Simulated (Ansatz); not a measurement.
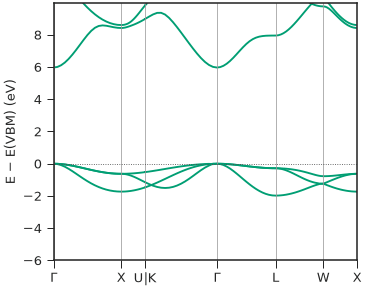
*Band structure from DFT-r²SCAN in the program Ansatz with PAW potentials*

Task: Read off the gap and where the band edges lie.

Result: About 6.0 eV (5.97 eV by a search for the band edges); maximum at Γ, minimum at Γ.

The material is NaCl (rock salt, Fm-3m).

The r²SCAN relaxation kept the symmetry of its start; of distortions, only those at the zone centre were tested.

Potentials: the earlier of the program's two PAW sets.
